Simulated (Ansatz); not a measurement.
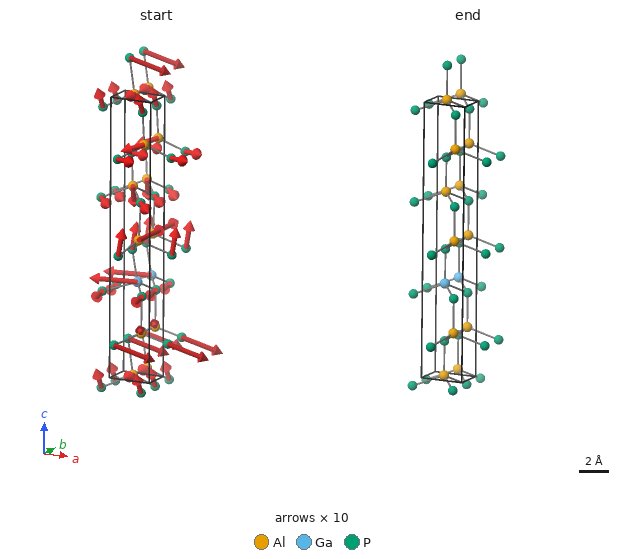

The structure of a crystal of Al₅GaP₆ (a generated structure, set up in P1) (coarse preliminary run) before (left) and after (right) a relaxation, at one scale. The red arrows give the displacements (the part carried along by the change of the cell is left out), 10 times their true length.

A ball-and-stick model of the cell of the calculation, repeated 1 × 2 × 1 with one cell outlined, seen slightly off an axis.

Method: DFT PBE, scalar-relativistic, plane waves, PAW (Ansatz 0.2.0). (plane-wave cutoff 420 eV; k-point mesh 6 × 6 × 1; occupations gaussian; smearing width 0.1 eV; no spin polarisation; cell and atoms relaxed; force threshold 0.025 eV/Å; at most 60 steps)

Describe what moved and what it gained.

Over 4 accepted moves (5 points after the start) the energy falls by 312 meV per atom. The largest force component goes from 5.2 to 0.0079 eV/Å. Pressure: 4.20 GPa at the start and 0.00 GPa at the end. At 1 point the geometry stayed and the basis and grid were re-selected for the new cell (energy shift of less than 0.05 meV per atom at most each time). The atom that moves furthest relative to the cell is the Ga atom (0.34 Å roughly along [−1 −1 0]). Largest moves by element: Ga 0.34 Å, Al 0.32 Å, P 0.32 Å. The drawn cell changes as follows: a 3.822 → 3.888 Å (+1.7 %), b 3.866 → 3.888 Å (+0.6 %), c 19.484 → 19.154 Å (−1.7 %), α 88.7° → 90.0°, β 91.4° → 90.0°, γ 119.7° → 120.0°; the volume changes by +0.3 %. Some distances before and after: Ga–P 2.028 → 2.386 Å, Al–P 2.040 → 2.382 Å, Al–P 2.111 → 2.382 Å, Al–P 2.631 → 2.380 Å. Bond angles that change, for instance: P–Al–P 125.4° → 109.6°, P–Al–P 125.1° → 109.5°, Al–P–Al 125.1° → 109.6°. The space group (tolerance 0.01 Å) goes from P1 (No. 1) to P3m1 (No. 156).
